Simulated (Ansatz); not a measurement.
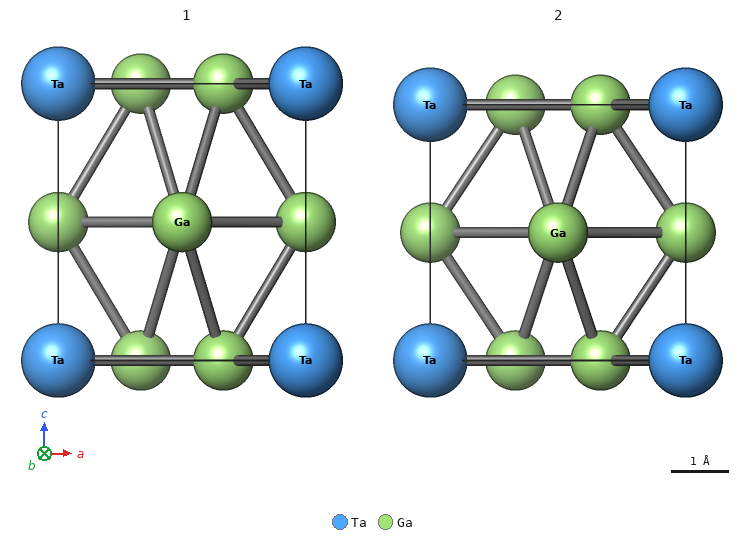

Two geometries of a crystal of TaGa5 (a generated structure, set up in P6/mmm), drawn at one scale. One is the start of a relaxation, the other its converged end. A ball-and-stick model of the cell of the calculation, seen along the b axis.

These are results of DFT PBE, scalar-relativistic, plane waves, PAW (Ansatz), not measurements. (plane-wave cutoff 420 eV; k-point mesh 12 × 12 × 8; occupations gaussian; smearing width 0.1 eV; no spin polarisation; cell and atoms relaxed; force threshold 0.01 eV/Å; at most 80 steps)

Which one is relaxed?

Structure 1 is the relaxed one. No atom moves by more than 0.005 Å relative to the cell. The drawn cell changes as follows: a = b 5.238 → 5.076 Å (−3.1 %), c 4.544 → 4.918 Å (+8.2 %); the volume changes by +1.7 %. Among the contacts that change: Ga–Ga 2.729 → 2.863 Å, Ga–Ta 3.024 → 2.931 Å, Ga–Ga 2.619 → 2.538 Å. The space group stays P6/mmm (No. 191). Over 7 accepted moves (10 points after the start) the energy falls by 0.132 eV per cell of the calculation. All forces vanish by symmetry, so only the cell relaxes. Pressure: −0.06 GPa at the start and 0.00 GPa at the end. The line search rejected the trial step at point 3 of the run. At 2 points the geometry stayed and the basis and grid were re-selected for the new cell (energy shift of 1.6 meV per cell of the calculation at most each time). Cost: 13 min on 1 thread of Intel(R) Xeon(R) Processor @ 2.50GHz (Skylake/Cascade Lake), with other jobs on the host, peak memory 0.67 GiB.
